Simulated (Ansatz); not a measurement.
# BH₂: molecular dynamics (part 2 of 2)

The same run, continued: BH₂, multiplicity 2; UKS B3LYP-D4/def2-SVP (Ansatz 0.2.0). It belongs to a series of runs on one base structure; here: dynamics from the last frame of an earlier run.

**Log, continued**
```
md step    94: t =    47.00 fs  T =   305.5 K  F+E_penalty+E_count = -705.16150081 eV  E_kin = 0.039494 eV  conserved = -705.12317073 eV  (22 SCF iters, 3 dispersion substeps)
md step    95: t =    47.50 fs  T =   408.6 K  F+E_penalty+E_count = -705.17497182 eV  E_kin = 0.052814 eV  conserved = -705.12336403 eV  (23 SCF iters, 3 dispersion substeps)
md step    96: t =    48.00 fs  T =   483.0 K  F+E_penalty+E_count = -705.18470913 eV  E_kin = 0.062432 eV  conserved = -705.12353477 eV  (24 SCF iters, 3 dispersion substeps)
md step    97: t =    48.50 fs  T =   509.6 K  F+E_penalty+E_count = -705.18818844 eV  E_kin = 0.065868 eV  conserved = -705.12363479 eV  (24 SCF iters)
md step    98: t =    49.00 fs  T =   478.2 K  F+E_penalty+E_count = -705.18406083 eV  E_kin = 0.061811 eV  conserved = -705.12361776 eV  (23 SCF iters)
md step    99: t =    49.50 fs  T =   393.0 K  F+E_penalty+E_count = -705.17283985 eV  E_kin = 0.050793 eV  conserved = -705.12346061 eV  (23 SCF iters)
these checks for a lower state are left out or cut short: starts, cluster_reference, orbital_swaps, neighbouring_geometries, increment
271 factors; integrals over basis functions are off by at most 5.5e-4 eV
mean field -705.13879509 eV, -25.9133727592 hartree, gradient 5.1e-5 eV, S^2 0.751091; 0 other end points of the search recorded, 0 dependent functions left out
the calculation of the forces begins
reference -705.13896486 eV, -25.9133789984 hartree; 4, 3 occupied and 20, 21 virtual orbitals, 271 factors
271 factors; integrals over basis functions are off by at most 5.5e-4 eV
mean field -705.13879509 eV, -25.9133727592 hartree, gradient 5.1e-5 eV, S^2 0.751091; 2 other end points of the search recorded, 0 dependent functions left out
the calculation of the forces begins
reference -705.13896486 eV, -25.9133789984 hartree; 4, 3 occupied and 20, 21 virtual orbitals, 271 factors
md step   100: t =    50.00 fs  T =   274.3 K  F+E_penalty+E_count = -705.15720115 eV  E_kin = 0.035462 eV  conserved = -705.12318761 eV  (29 SCF iters)
```

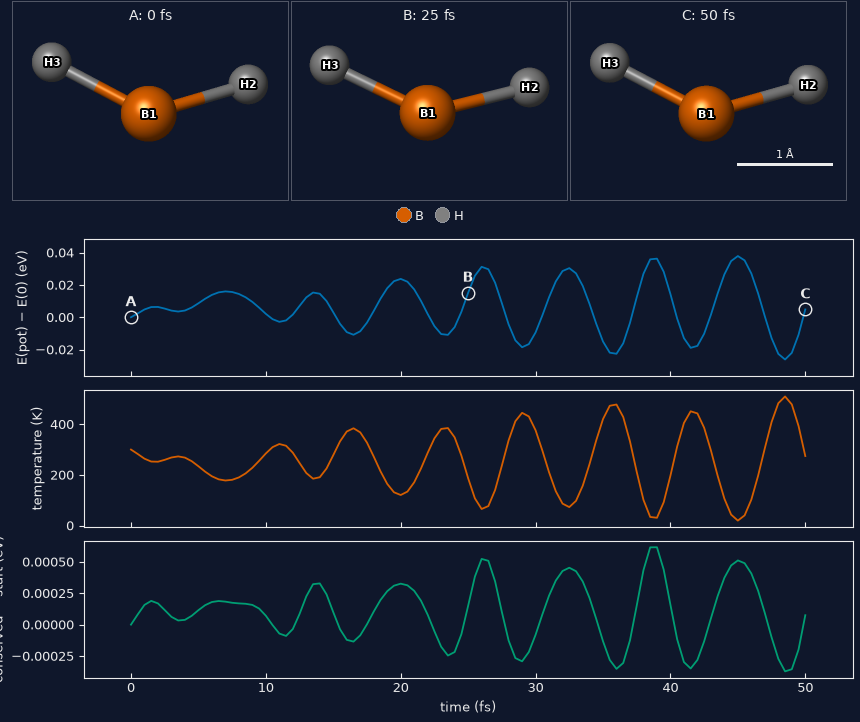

**Figure 1.** Frames of the molecular dynamics (ball-and-stick, seen at a tilt) above the curves, on which the letters mark them. The trajectory kept here has 101 frames over 50 fs. The temperature starts at 300 K, ranges from 19 to 510 K and averages 257 K over the second half. The potential energy ends 0.005 eV above its first value. The conserved quantity stays within 0.00099 eV. After an unweighted best fit of the last frame on the first, the root-mean-square displacement is 0.01 Å.

```
Total energy: -705.15737093 eV, -25.9140554089 hartree
Atom 0 at     0.265863    -0.172634     0.129640 Å, force     0.895272     0.846444     0.588788 eV/Å
Atom 1 at     0.295366     1.023587     0.273606 Å, force     0.017563    -0.074010     0.001889 eV/Å
Atom 2 at    -0.534405    -0.824407    -0.385489 Å, force    -0.912835    -0.772434    -0.590677 eV/Å
Dipole moment:    -0.088810     0.044971    -0.044660 e Å
```

**Trajectory as extended XYZ (Å, eV, eV/Å), 26 of the 101 frames kept, from step=0 to step=100**
```
3
Properties=species:S:1:pos:R:3:forces:R:3 step=0 time_fs=0.0 energy=-705.16204 temperature=300.0
B     0.2674   -0.1711    0.1307    0.6743   0.2028   0.3971
H     0.2860    1.0049    0.2664    0.0588   0.4625   0.0821
H    -0.5415   -0.8226   -0.3892   -0.7331  -0.6654  -0.4792
3
Properties=species:S:1:pos:R:3:forces:R:3 step=4 time_fs=2.0 energy=-705.15566 temperature=252.0
B     0.2692   -0.1760    0.1311    0.6578   1.3064   0.5056
H     0.2751    1.0481    0.2649    0.0730  -0.6250  -0.0260
H    -0.5500   -0.8125   -0.3929   -0.7309  -0.6814  -0.4797
3
Properties=species:S:1:pos:R:3:forces:R:3 step=8 time_fs=4.0 energy=-705.15789 temperature=268.2
B     0.2731   -0.1767    0.1332   -0.1687   1.0885   0.0221
H     0.2670    1.0696    0.2627    0.0904  -1.0238  -0.0588
H    -0.5840   -0.8264   -0.4133    0.0783  -0.0647   0.0367
3
Properties=species:S:1:pos:R:3:forces:R:3 step=12 time_fs=6.0 energy=-705.14820 temperature=194.4
B     0.2765   -0.1737    0.1354   -0.8619   0.2073  -0.4578
H     0.2623    1.0542    0.2584    0.1043  -0.6427  -0.0104
H    -0.6154   -0.8432   -0.4326    0.7576   0.4353   0.4683
3
Properties=species:S:1:pos:R:3:forces:R:3 step=16 time_fs=8.0 energy=-705.14762 temperature=190.0
B     0.2770   -0.1700    0.1361   -0.9800  -0.8150  -0.6326
H     0.2616    1.0160    0.2540    0.1113   0.3139   0.0954
H    -0.6196   -0.8447   -0.4351    0.8687   0.5011   0.5372
3
Properties=species:S:1:pos:R:3:forces:R:3 step=20 time_fs=10.0 energy=-705.15994 temperature=284.7
B     0.2741   -0.1691    0.1346   -0.4682  -1.1361  -0.3819
H     0.2651    0.9893    0.2531    0.1195   1.0412   0.1775
H    -0.5925   -0.8285   -0.4183    0.3487   0.0949   0.2043
3
Properties=species:S:1:pos:R:3:forces:R:3 step=24 time_fs=12.0 energy=-705.16039 temperature=287.6
B     0.2697   -0.1717    0.1319    0.5016  -0.0290   0.2762
H     0.2732    0.9987    0.2586    0.1106   0.6579   0.1317
H    -0.5534   -0.8097   -0.3945   -0.6121  -0.6288  -0.4079
3
Properties=species:S:1:pos:R:3:forces:R:3 step=28 time_fs=14.0 energy=-705.14748 temperature=190.7
B     0.2670   -0.1744    0.1301    0.9702   1.1594   0.6639
H     0.2854    1.0317    0.2689    0.0480  -0.2708  -0.0021
H    -0.5361   -0.8135   -0.3853   -1.0182  -0.8886  -0.6617
3
Properties=species:S:1:pos:R:3:forces:R:3 step=32 time_fs=16.0 energy=-705.17122 temperature=371.3
B     0.2673   -0.1734    0.1304    0.3167   0.9854   0.2814
H     0.2993    1.0557    0.2792   -0.0389  -0.7848  -0.1053
H    -0.5540   -0.8482   -0.3989   -0.2778  -0.2006  -0.1761
3
Properties=species:S:1:pos:R:3:forces:R:3 step=36 time_fs=18.0 energy=-705.15815 temperature=272.2
B     0.2688   -0.1691    0.1317   -0.4756   0.0330  -0.2613
H     0.3118    1.0517    0.2857   -0.0996  -0.6315  -0.1228
H    -0.5823   -0.8905   -0.4192    0.5752   0.5984   0.3841
3
Properties=species:S:1:pos:R:3:forces:R:3 step=40 time_fs=20.0 energy=-705.13829 temperature=120.5
B     0.2687   -0.1647    0.1321   -0.7489  -0.9353  -0.5167
H     0.3207    1.0251    0.2879   -0.1079   0.0388  -0.0560
H    -0.5904   -0.9114   -0.4260    0.8568   0.8964   0.5727
3
Properties=species:S:1:pos:R:3:forces:R:3 step=44 time_fs=22.0 energy=-705.16003 temperature=287.1
B     0.2662   -0.1634    0.1308   -0.4085  -1.2606  -0.3619
H     0.3255    1.0000    0.2879   -0.0768   0.6767   0.0294
H    -0.5677   -0.8998   -0.4121    0.4853   0.5839   0.3325
3
Properties=species:S:1:pos:R:3:forces:R:3 step=48 time_fs=24.0 energy=-705.16814 temperature=348.1
B     0.2623   -0.1663    0.1283    0.5532  -0.2996   0.2761
H     0.3274    0.9984    0.2888   -0.0613   0.5965   0.0294
H    -0.5283   -0.8676   -0.3867   -0.4919  -0.2969  -0.3056
3
Properties=species:S:1:pos:R:3:forces:R:3 step=52 time_fs=26.0 energy=-705.13082 temperature=65.3
B     0.2604   -0.1701    0.1269    1.3315   0.9859   0.8466
H     0.3268    1.0180    0.2905   -0.0837  -0.0148  -0.0482
H    -0.5072   -0.8463   -0.3727   -1.2478  -0.9711  -0.7984
3
Properties=species:S:1:pos:R:3:forces:R:3 step=56 time_fs=28.0 energy=-705.16644 temperature=336.2
B     0.2628   -0.1708    0.1281    0.7542   0.8830   0.5142
H     0.3230    1.0377    0.2905   -0.1050  -0.4458  -0.1060
H    -0.5293   -0.8581   -0.3862   -0.6493  -0.4372  -0.4082
3
Properties=species:S:1:pos:R:3:forces:R:3 step=60 time_fs=30.0 energy=-705.17146 temperature=376.3
B     0.2678   -0.1686    0.1311   -0.3368  -0.0565  -0.1936
H     0.3153    1.0417    0.2866   -0.0958  -0.4252  -0.0987
H    -0.5749   -0.8856   -0.4146    0.4326   0.4817   0.2922
3
Properties=species:S:1:pos:R:3:forces:R:3 step=64 time_fs=32.0 energy=-705.13344 temperature=86.5
B     0.2717   -0.1666    0.1335   -0.9089  -0.8046  -0.5919
H     0.3040    1.0305    0.2792   -0.0553  -0.0702  -0.0383
H    -0.6058   -0.8964   -0.4329    0.9642   0.8748   0.6302
3
Properties=species:S:1:pos:R:3:forces:R:3 step=68 time_fs=34.0 energy=-705.15378 temperature=242.5
B     0.2726   -0.1672    0.1340   -0.8078  -0.9362  -0.5496
H     0.2906    1.0166    0.2702    0.0055   0.2879   0.0338
H    -0.6019   -0.8755   -0.4285    0.8022   0.6482   0.5158
3
Properties=species:S:1:pos:R:3:forces:R:3 step=72 time_fs=36.0 energy=-705.18464 temperature=477.8
B     0.2708   -0.1709    0.1326    0.0005  -0.1520  -0.0159
H     0.2775    1.0127    0.2625    0.0729   0.3101   0.0737
H    -0.5694   -0.8316   -0.4057   -0.0735  -0.1581  -0.0578
3
Properties=species:S:1:pos:R:3:forces:R:3 step=76 time_fs=38.0 energy=-705.13510 temperature=101.4
B     0.2691   -0.1751    0.1312    1.0039   1.0042   0.6661
H     0.2670    1.0197    0.2574    0.1258   0.0454   0.0749
H    -0.5405   -0.7941   -0.3857   -1.1297  -1.0496  -0.7410
3
Properties=species:S:1:pos:R:3:forces:R:3 step=80 time_fs=40.0 energy=-705.14770 temperature=196.9
B     0.2706   -0.1760    0.1319    0.7653   1.0564   0.5388
H     0.2613    1.0286    0.2552    0.1430  -0.1656   0.0620
H    -0.5506   -0.7933   -0.3912   -0.9083  -0.8908  -0.6008
3
Properties=species:S:1:pos:R:3:forces:R:3 step=84 time_fs=42.0 energy=-705.17978 temperature=442.7
B     0.2745   -0.1734    0.1344   -0.3912   0.1306  -0.2039
H     0.2610    1.0319    0.2553    0.1244  -0.1603   0.0522
H    -0.5925   -0.8243   -0.4178    0.2668   0.0298   0.1517
3
Properties=species:S:1:pos:R:3:forces:R:3 step=88 time_fs=44.0 energy=-705.13551 temperature=106.1
B     0.2772   -0.1703    0.1362   -1.0963  -0.6179  -0.6764
H     0.2653    1.0295    0.2575    0.0904  -0.0253   0.0476
H    -0.6259   -0.8552   -0.4397    1.0059   0.6432   0.6287
3
Properties=species:S:1:pos:R:3:forces:R:3 step=92 time_fs=46.0 energy=-705.13498 temperature=102.4
B     0.2762   -0.1692    0.1358   -1.0738  -0.7644  -0.6795
H     0.2732    1.0259    0.2615    0.0622   0.0665   0.0417
H    -0.6229   -0.8633   -0.4389    1.0116   0.6980   0.6377
3
Properties=species:S:1:pos:R:3:forces:R:3 step=96 time_fs=48.0 energy=-705.18471 temperature=483.0
B     0.2715   -0.1707    0.1330   -0.3291  -0.1862  -0.2031
H     0.2834    1.0245    0.2671    0.0429   0.0195   0.0259
H    -0.5833   -0.8463   -0.4151    0.2863   0.1666   0.1772
3
Properties=species:S:1:pos:R:3:forces:R:3 step=100 time_fs=50.0 energy=-705.15720 temperature=274.3
B     0.2659   -0.1726    0.1296    0.8953   0.8464   0.5888
H     0.2954    1.0236    0.2736    0.0176  -0.0740   0.0019
H    -0.5344   -0.8244   -0.3855   -0.9128  -0.7724  -0.5907
```

The run was set up as follows.

**The input**
```yaml
crystal:
  periodic: [false, false, false]
  atoms:
    - { symbol: B, position_ang: [0.267391, -0.17106, 0.130659] }
    - { symbol: H, position_ang: [0.286047, 1.004898, 0.266424] }
    - { symbol: H, position_ang: [-0.541474, -0.822599, -0.389232] }
magnetization:
  spin_polarized: true
  initial_magnetization: 1
basis:
  gaussian: { orbitals: def2-SVP }
hamiltonian:
  xc: b3lyp
  dispersion: d4
md:
  timestep: 0.5
  n_steps: 100
  ensemble: nvt_nose_hoover
  temperature: 300.0
  initial_velocities: maxwell_boltzmann
  seed: 987608
```

Launched with:
```bash
ansatz run input.yaml --threads 1 --pin off --max-ram 2048MiB --backend cpu --events-out ev --progress --plain --runs-dir out
```

**Results in brief**

```csv
quantity,value
outcome,finished
mean temperature over the second half,257 K
trajectory,"100 steps, 50 fs"
ensemble,nvt_nose_hoover
temperature in the input,300.0 K
time step,0.5 fs
potential energy (last step),−705.1574 eV
mean-field energy (last step),−705.1390 eV
⟨S²⟩ (last step),0.751
largest force (length of the vector) (last step),1.366 eV/Å
hardware,"1 thread of Arm Neoverse V1, 24 GiB of memory available, shared host"
wall time,35 s
peak memory,0.15 GiB
```

**Notes**

So short a trajectory is not equilibrated.
